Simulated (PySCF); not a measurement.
## A study: C3H4Br, doublet, SMILES `C=C[CH]Br`

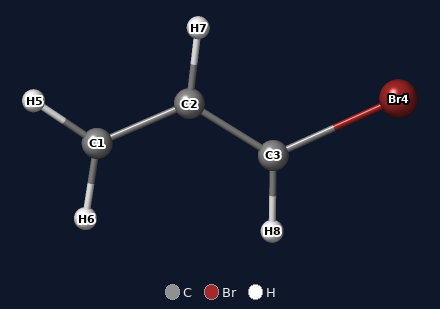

The molecule, with its atoms numbered as below. No frequency check shows the geometry to be a minimum.

Cartesian coordinates (Å):

```
C1       2.9761    0.0121    0.0000
C2       1.6682   -0.3724    0.0000
C3       0.6153    0.5205    0.0000
Br4     -1.1645   -0.0418    0.0000
H5       3.7689   -0.7118    0.0000
H6       3.2518    1.0519    0.0000
H7       1.4303   -1.4282    0.0000
H8       0.7504    1.5888    0.0000
```

## 1. Bonding charge

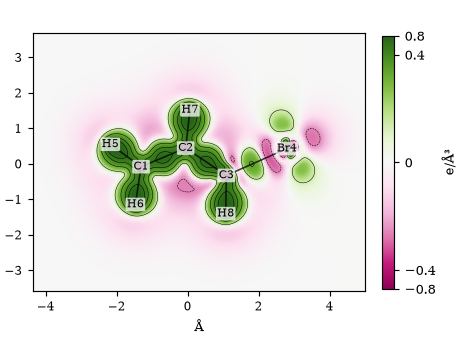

Deformation density (molecule less spherical, spin-averaged free atoms) in the molecular plane; colour scale in e/Å³, logarithmic beyond ±0.1; green: gain, pink: loss.

Method: PBE0/cc-pVTZ; geometry: GFN2-xTB; program: PySCF. The stability of the open-shell solution wasn't checked. GFN2-xTB doesn't know the spin state, so this open-shell geometry is rough.

How much density has each bond in this plane gained at its critical point, relative to the free atoms?

Answer. C3–H8: +0.83 e/Å³ at the bond critical point (bond length 1.08 Å, Mayer order 1.0). C1–H5: +0.80 e/Å³ at the bond critical point (bond length 1.07 Å, Mayer order 1.0). C2–H7: +0.80 e/Å³ at the bond critical point (bond length 1.08 Å, Mayer order 0.9). C1–H6: +0.80 e/Å³ at the bond critical point (bond length 1.08 Å, Mayer order 1.0). C1–C2: +0.72 e/Å³ at the bond critical point (bond length 1.36 Å, Mayer order 1.5). C2–C3: +0.70 e/Å³ at the bond critical point (bond length 1.38 Å, Mayer order 1.4). C3–Br4: +0.20 e/Å³ at the bond critical point (bond length 1.87 Å, Mayer order 1.1). In all, 1.8 electrons gather in the regions of gain relative to the promolecule.

Where do the Hirshfeld charges lie?

Answer. The highest Hirshfeld charge is on H8 (+0.06 e), the lowest on C1 (−0.09 e).

```csv
atom,charge (e)
C1,−0.09
C2,−0.06
C3,−0.04
Br4,−0.01
H5,+0.05
H6,+0.05
H7,+0.05
H8,+0.06
```

## 2. Bond critical points

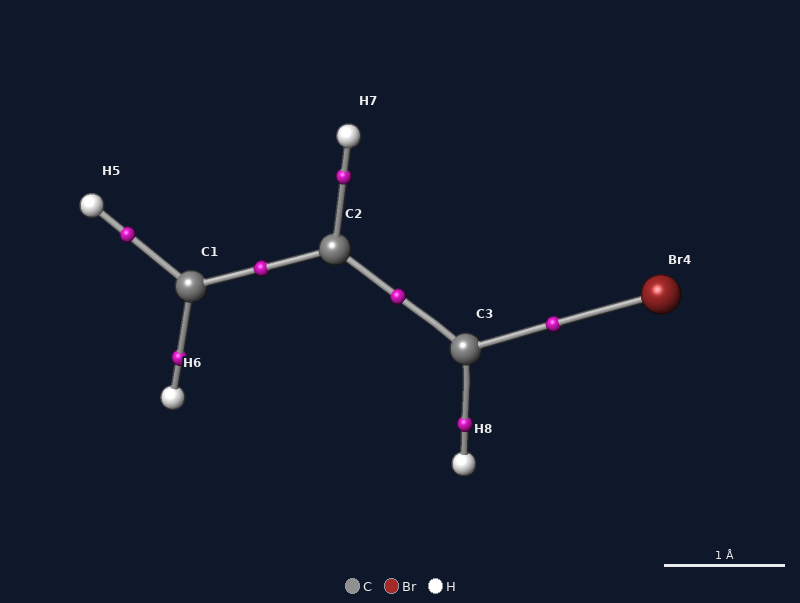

Molecular graph of the electron density (QTAIM): bond paths, bond critical points (magenta), ring points (cyan, if any); weak paths are dashed.

How many critical points of each kind are there, and does the count close?

Answer. 8 nuclei, 7 bond, 0 ring and 0 cage critical points: 8 − 7 + 0 − 0 = 1, as the Poincaré–Hopf relation requires.

Give the properties at the bond critical points.

Answer.
```csv
bond,length (Å),ρ (a.u.),∇²ρ (a.u.),ε,H (a.u.)
C1–C2,1.363,0.335,−1.15,0.23,−0.407
C2–C3,1.380,0.325,−1.08,0.22,−0.385
C3–H8,1.077,0.296,−1.18,0.04,−0.337
C1–H5,1.074,0.295,−1.18,0.02,−0.339
C1–H6,1.076,0.294,−1.17,0.02,−0.336
C2–H7,1.082,0.293,−1.16,0.01,−0.331
C3–Br4,1.867,0.174,−0.20,0.09,−0.112
```

What kind of interaction is C2–C3?

Answer. Shared-shell (covalent): ρ = 0.325, ∇²ρ = −1.08, H = −0.385 a.u. Its ellipticity of 0.22 shows that the density isn't cylindrical about the bond.

## 3. Local ionisation energy

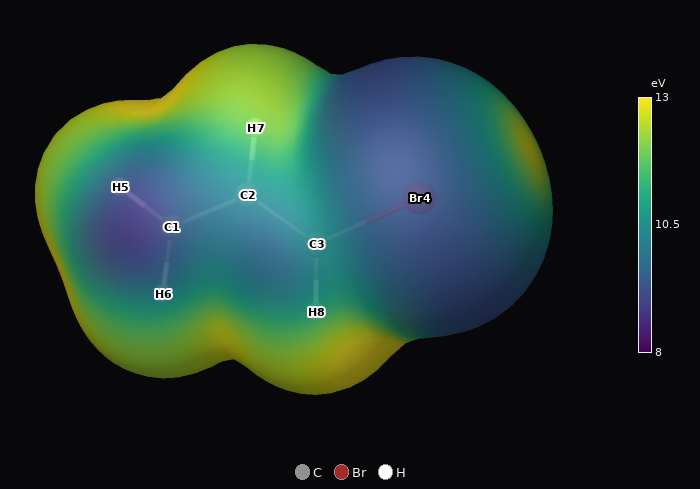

Average local ionisation energy on the surface of electron density 0.001 a.u.

Locate the minima of the map.

Answer. The lowest value is 8.7 eV, off the molecular plane, over C1 (2.0 Å), and at like points elsewhere. Further minima include 9.2 eV, off the molecular plane, over Br4 (2.2 Å), and at like points elsewhere; 9.2 eV, near Br4 (2.27 Å) and H7 (2.35 Å); 9.6 eV, off the molecular plane, over C3 (2.0 Å). For comparison, the highest occupied orbital lies at −5.8 eV.

What volume does the surface enclose, and what is the dipole moment?

Answer. About 105 Å³; the dipole moment is 1.3 D.

## 4. Spin density

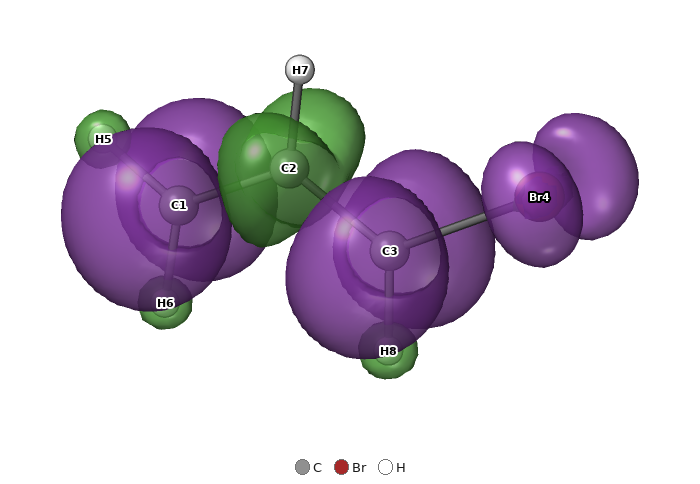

Spin density ρα − ρβ at ±0.02 e/Å³ (purple: excess α, green: excess β).

Give the atomic spin populations that go with this picture.

Answer. Hirshfeld spin populations: C3 +0.43, C1 +0.42 and Br4 +0.11. Spin polarisation leaves negative spin on C2 (−0.05). ⟨S²⟩ = 0.79, against 0.75 for a pure state. The picture also shows regions of β spin from spin polarisation; the Hirshfeld sums, whose atoms overlap, net them against the α spin of neighbours.

## 5. In an electric field

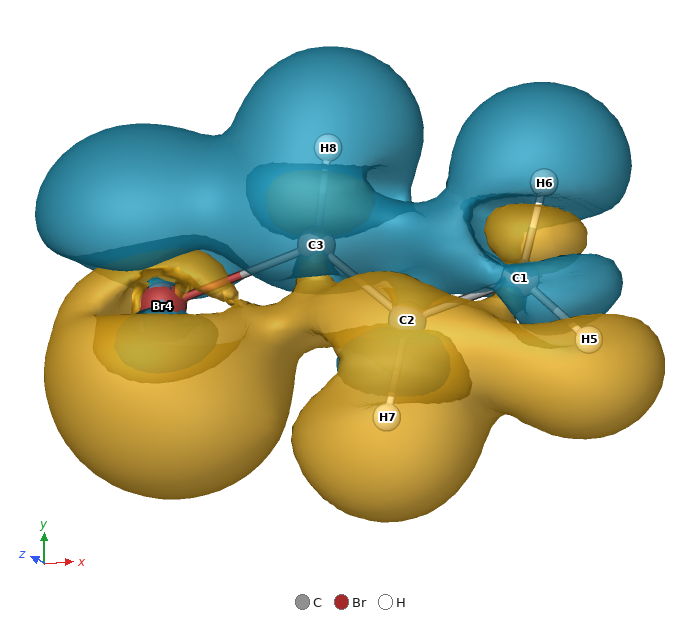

Change of the electron density in a uniform field of 0.41 V/Å, surfaces at ±0.0015 e/Å³ (yellow: gain, teal: loss).

Computed with PySCF, PBE0/def2-SVPD, geometry: GFN2-xTB. The stability of the open-shell solution wasn't checked. GFN2-xTB doesn't know the spin state, so this open-shell geometry is rough.

Along which Cartesian direction does the field point?

Answer. Along +y: electrons gather on the −y side, against the field.

How large is the response?

Answer. The induced dipole is 1.02 D (along the field); α along this axis, from the fields in both directions, is 50 bohr³ (7.5 Å³).

Which atoms gain and lose the most charge?

Answer. Electrons gather most on H7 (Hirshfeld charge changes by −0.017 e) and leave H8 most (+0.017 e); 0.101 electrons are displaced in all.

The PySCF runs shown took 48 s and 62 s on 1 thread of Arm Neoverse V2 (shared host).
